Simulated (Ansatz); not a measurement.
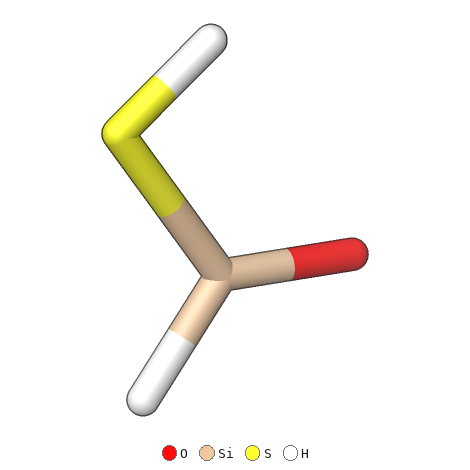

Every bond is drawn as one stick, whatever its order.

The computed structure is the end point of a PBE0-D4/def2-TZVP optimisation. No frequency run is at hand to confirm it as a minimum.

Describe the molecule.

Formula H2OSSi. This geometry has Cs symmetry. All atoms lie on one plane. Coordination: 1 Si trigonal planar; 1 S bent.

More results for the same structure follow; atom numbers are the same in all pictures, views and colours differ.

**Geometry**

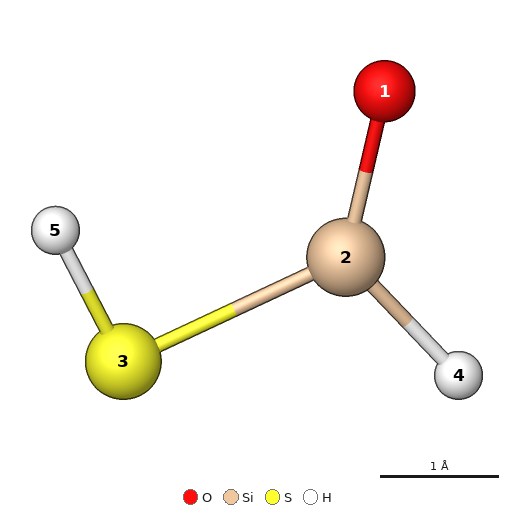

The atoms are numbered. No frequency run is at hand to confirm it as a minimum.

List the bonds and their lengths.

| bond | length (Å) |
| --- | --- |
| O1–Si2 | 1.515 |
| Si2–S3 | 2.091 |
| Si2–H4 | 1.480 |
| S3–H5 | 1.347 |

**Charges**

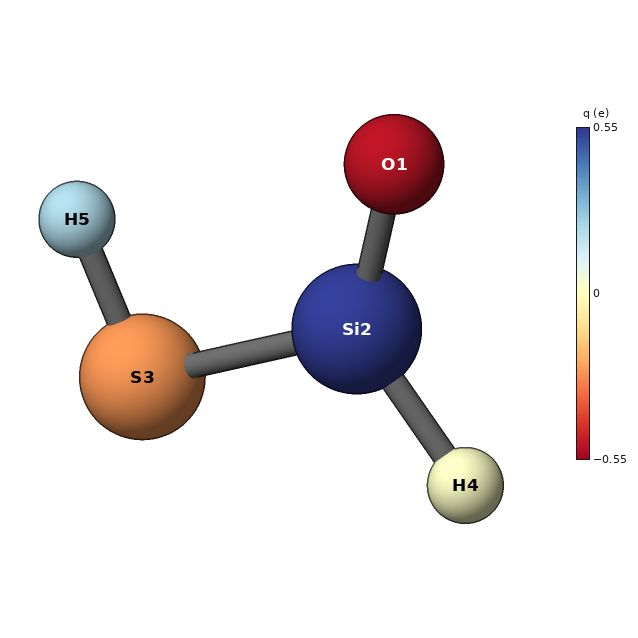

Atoms are coloured by their Mulliken charges. No frequency run is at hand to confirm it as a minimum. Level of theory: RKS PBE0-D4/def2-TZVP (Ansatz 0.2.0).

Give the Mulliken charges atom by atom.

| atom | value (e) |
| --- | --- |
| O1 | −0.49 |
| Si2 | 0.53 |
| S3 | −0.25 |
| H4 | 0.01 |
| H5 | 0.21 |

**Electronic properties**

No frequency run is at hand to confirm it as a minimum. Level of theory: RKS PBE0-D4/def2-TZVPP (Ansatz 0.2.0).

What does the calculation give?

- HOMO energy (Kohn–Sham orbital): −8.31 eV
- LUMO energy (Kohn–Sham orbital): −1.64 eV
- HOMO–LUMO gap: 6.67 eV

**Dipole moment**

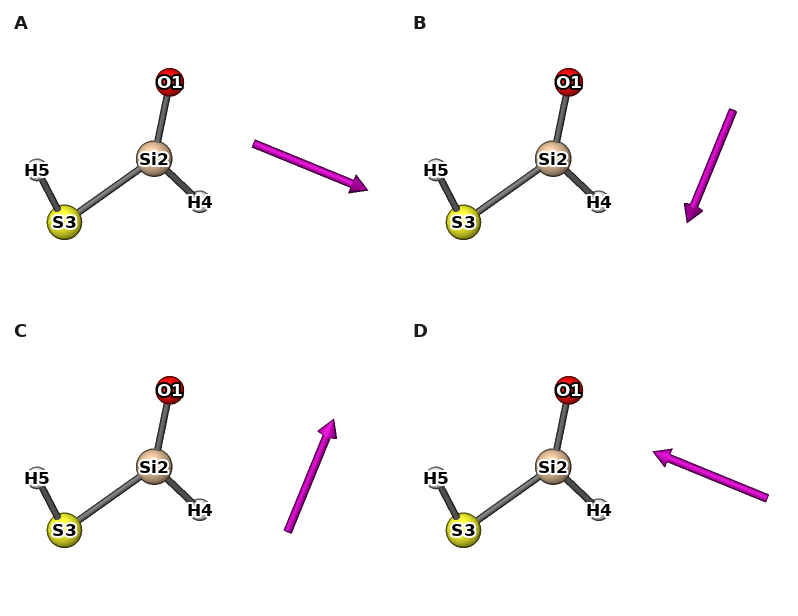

The same molecule four times, each with an arrow. No frequency run is at hand to confirm it as a minimum. Level of theory: RKS PBE0-D4/def2-TZVP (Ansatz 0.2.0).

Which arrow points along the dipole moment, from the negative to the positive end?

Answer. B. The dipole moment is 3.13 D; it points from the side of O1 to the side of S3 (the outermost atoms at the two ends).

Mulliken values depend strongly on the basis set and can even reverse the polarity of a bond.
